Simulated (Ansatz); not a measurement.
# SiH2O (oxosilane): MP2/def2-TZVPP

What is the electronic atomisation energy of SiH2O (oxosilane) at MP2/def2-TZVPP? 

The results are computed with Ansatz 0.2.0.

50 further runs of the same task are left out: 50 set aside as unsound or not needed.

**1. The system as given**

SiH2O: 4 atoms, total charge 0, spin state singlet. SMILES: `O=[SiH2]`. Geometry: relaxed at PBE0-D4/def2-TZVP.

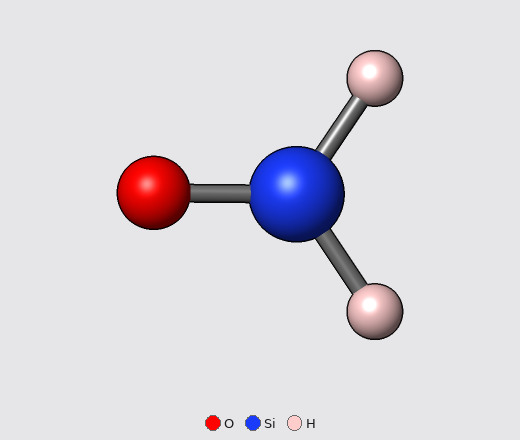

Viewed from a chosen angle; oxygen red, silicon blue, hydrogen pink.

**2. The energy at MP2/def2-TZVPP**

The input, molecule.yaml:

```yaml
crystal:
  periodic: [false, false, false]
  atoms:
    - {symbol: O, position_ang: [-0.283200, 0.413500, 1.469500]}
    - {symbol: Si, position_ang: [-0.006700, 0.009800, 0.034900]}
    - {symbol: H, position_ang: [0.439900, -1.346000, -0.376200]}
    - {symbol: H, position_ang: [-0.150000, 0.922700, -1.128300]}
basis:
  gaussian: {orbitals: def2-TZVPP}
correlation: {method: mp2, frozen_orbitals: {H: 0, O: 1, Si: 5}}
accuracy: high
```

Run with:

```sh
$ ansatz run molecule.yaml --threads 1 --pin off --max-ram 3480MiB --events-out events.jsonl --progress --plain --runs-dir runs
```

The log of the run:

```text
Warning: RAYON_NUM_THREADS=1 ignored (pool sized by the plan → 1); use --threads N
Functional definition: HF
  name "HF"
  exchange = exact_x
  correlation = 0
1618 factors; integrals over basis functions are off by at most 3.1e-9 eV
mean field evaluation 1: about -9927.2494 eV, gradient 4.7e1 eV
mean field evaluation 2: about -9927.2495 eV, gradient 4.7e1 eV
mean field evaluation 4: about -9931.7349 eV, gradient 2.8e0 eV
mean field evaluation 8: about -9931.7708 eV, gradient 1.9e-1 eV
mean field evaluation 16: about -9931.7713 eV, gradient 2.6e-8 eV
mean field -9931.77125577 eV, -364.9858616531 hartree, gradient 2.6e-8 eV, S^2 0.000000; 0 other end points of the search recorded, 0 dependent functions left out
6 core orbitals not correlated: weight in the atoms' cores, before any rotation towards them, 1.000 or more for the frozen orbitals, at most 0.000 for the correlated occupied ones
reference -9931.77125577 eV, -364.9858616531 hartree; 6, 6 occupied and 89, 89 virtual orbitals, 1618 factors
second order -9.81364411 eV of doubles, -0.00000000 eV of singles
Total energy: -9941.58489988 eV, -365.3465064222 hartree
```

Run time: 2.5 s. Hardware: 1 thread of Arm Neoverse V2, shared host; peak memory 0.2 GiB.

**3. The H atom: a single-point energy at UHF/def2-TZVPP**

The input, run.yaml:

```yaml
crystal:
  periodic: [false, false, false]
  atoms:
    - symbol: H
      position_ang: [0.000000, 0.000000, 0.000000]
basis:
  gaussian: {orbitals: def2-TZVPP}
magnetization: {spin_polarized: true, initial_magnetization: 1}
accuracy: high
hamiltonian: {xc: hf}
```

Run the same way, it converges to -0.49981 Eh (log not shown).

**4. The O atom at the same level**

The input, input.yaml:

```yaml
crystal:
  periodic: [false, false, false]
  atoms:
    - {symbol: O, position_ang: [0.000000, 0.000000, 0.000000]}
basis:
  gaussian:
    orbitals: def2-TZVPP
magnetization:
  spin_polarized: true
  initial_magnetization: 2
correlation:
  method: mp2
  frozen_orbitals: {O: 1}
accuracy: high
```

Run the same way, it converges to -74.95729 Eh (log not shown).

**5. The Si atom at the same level**

The input, molecule.yaml:

```yaml
crystal:
  periodic: [false, false, false]
  atoms:
    - {symbol: Si, position_ang: [0.000000, 0.000000, 0.000000]}
basis:
  gaussian:
    orbitals: def2-TZVPP
magnetization:
  spin_polarized: true
  initial_magnetization: 2
accuracy: high
correlation:
  method: mp2
  frozen_orbitals: {Si: 5}
```

Run with:

```sh
$ ansatz run molecule.yaml --threads 1 --pin off --max-ram 3480MiB --events-out events.jsonl --progress --plain --runs-dir runs
```

The log of the run:

```text
Warning: RAYON_NUM_THREADS=1 ignored (pool sized by the plan → 1); use --threads N
[... 4 set-up lines as earlier in the session ...]
410 factors; integrals over basis functions are off by at most 2.5e-9 eV
mean field evaluation 1: about -7859.8031 eV, gradient 4.0e0 eV
mean field evaluation 2: about -7859.8039 eV, gradient 4.1e0 eV
mean field evaluation 4: about -7860.0309 eV, gradient 2.7e-1 eV
mean field evaluation 8: about -7860.0318 eV, gradient 1.2e-3 eV
mean field evaluation 16: about -7860.0318 eV, gradient 1.5e-3 eV
mean field evaluation 32: about -7860.0302 eV, gradient 3.6e-1 eV
mean field -7860.03177519 eV, -288.8508400172 hartree, gradient 6.9e-8 eV, S^2 2.015074; 5 other end points of the search recorded, 0 dependent functions left out
5 core orbitals not correlated: weight in the atoms' cores, before any rotation towards them, 1.000 or more for the frozen orbitals, at most 0.000 for the correlated occupied ones
reference -7860.03177519 eV, -288.8508400172 hartree; 3, 1 occupied and 34, 36 virtual orbitals, 410 factors
second order -1.52487994 eV of doubles, -0.00000000 eV of singles
Total energy: -7861.55665512 eV, -288.9068783213 hartree
```

Run time: 0.32 s. Hardware: 1 thread of Arm Neoverse V2, shared host.

**6. Outcome**

Level: MP2/def2-TZVPP, 6 core orbitals frozen.

| quantity | value |
| --- | --- |
| molecule: total energy | -365.34651 Eh |
| molecule: correlation energy (6 core orbitals frozen) | -360.6 mEh |
| H atom: total energy | -0.49981 Eh |
| H atom: ⟨S²⟩ | 0.750 |
| O atom: total energy | -74.95729 Eh |
| O atom: correlation energy (1 core orbital frozen) | -141.7 mEh |
| O atom: ⟨S²⟩ of the reference determinant | 2.008 |
| Si atom: total energy | -288.90688 Eh |
| Si atom: correlation energy (5 core orbitals frozen) | -56.0 mEh |
| Si atom: ⟨S²⟩ of the reference determinant | 2.015 |
| electronic atomisation energy | 13.135 eV |

**Reading.** Taking the molecule apart into free atoms costs 13.14 eV (1267 kJ/mol), before zero-point energy and without spin-orbit coupling.
